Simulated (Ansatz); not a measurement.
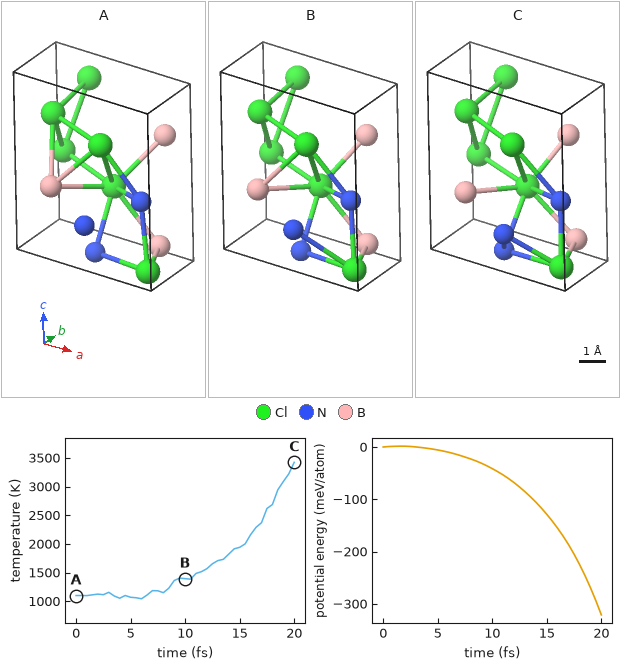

First-principles dynamics of an amorphous cell of composition BNCl2 (12 atoms in the cell), 20 fs long. Frames (A at 0 fs, B at 10 fs, C at 20 fs) and the history of the run. A ball-and-stick model of the simulation cell, seen slightly off an axis. Bonds to atoms that aren't drawn are left out.

Computed with DFT, PAW plane waves, PBE in Ansatz 0.2.0. Settings: plane-wave cutoff 420 eV; k-point mesh 3 × 3 × 2; Fermi-Dirac smearing 0.1 eV; Langevin thermostat (NVT); set temperature 1200 K; time step 0.5 fs.

Question: What happens in this trajectory?

Answer: Root-mean-square distances from the starting positions over the second half, with the common drift of all atoms taken out: B 0.30 Å, N 0.28 Å, Cl 0.11 Å. The run lasts only 20 fs, too short to tell vibration from diffusion. The mean temperature in the second half is 2139 K (standard deviation 618 K). That is above the set 1200 K, because the structure releases potential energy faster than the thermostat removes it. The potential energy is still drifting at the end, so the run hasn't reached equilibrium. The potential energy in the second half lies on average 147 meV per atom below the first frame.

Limits of the set-up: the periodic images lie only 6.1 Å apart, so the values are limited by the cell's size.

The run took 110 s on 2 threads of AMD EPYC 7R13 Processor (Zen 3), with other jobs on the host, peak memory 0.64 GiB.
